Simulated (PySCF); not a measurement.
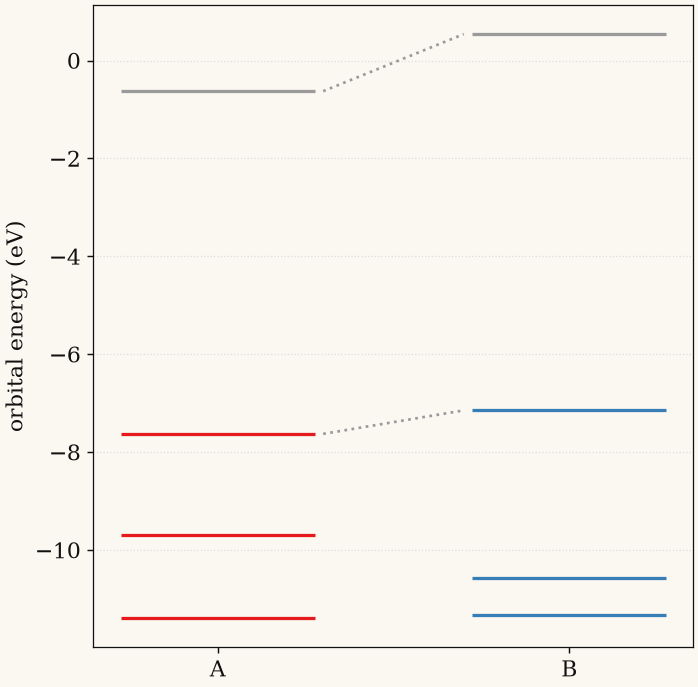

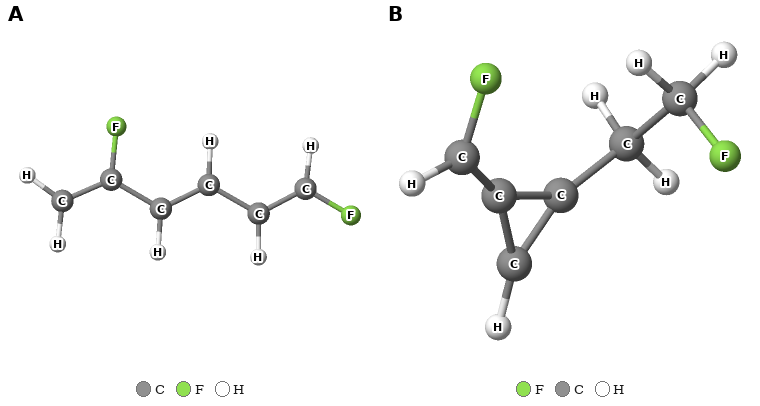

Related molecules: A is C₆H₆F₂, SMILES C=C(F)/C=C/C=C/F; B is C₆H₆F₂, SMILES F/C=C1C=C/1CCF. Frontier orbital energies, CAM-B3LYP/def2-SVPD in PySCF 2.14.0, at a PBE0-D3(BJ)/def2-SVP geometry (no frequency check); drawn are at most three filled levels and, in grey, the LUMO with any level within 0.03 eV of it; dotted lines join the HOMOs and the LUMOs.

> What does the change do to the frontier levels?

From A to B the HOMO rises by 0.48 eV and the LUMO rises by 1.17 eV, so the separation goes from 7.00 to 7.69 eV.

> Does the ΔSCF ionisation energy follow the HOMO?

A: −ε(HOMO) 7.63, ΔSCF 8.32 eV; B: −ε(HOMO) 7.15, ΔSCF 8.00 eV.

Caveats, for all or some of the runs: empty levels above zero depend strongly on the basis; one conformer of a flexible molecule.
